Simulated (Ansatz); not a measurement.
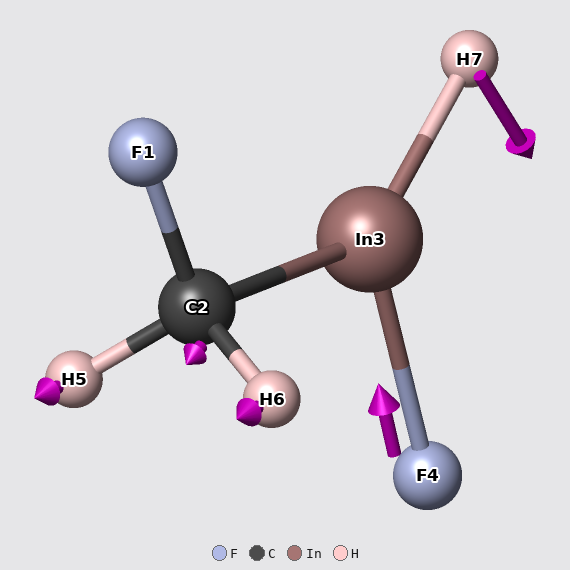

The arrows show one normal mode. Harmonic vibrations computed with RKS PBE0-D4/def2-TZVP, core potentials on In (Ansatz 0.2.0) at a stationary point of the same level.

**Estimate its harmonic wavenumber.**

573 cm⁻¹; it is mode 7 of 15 counted from the lowest.
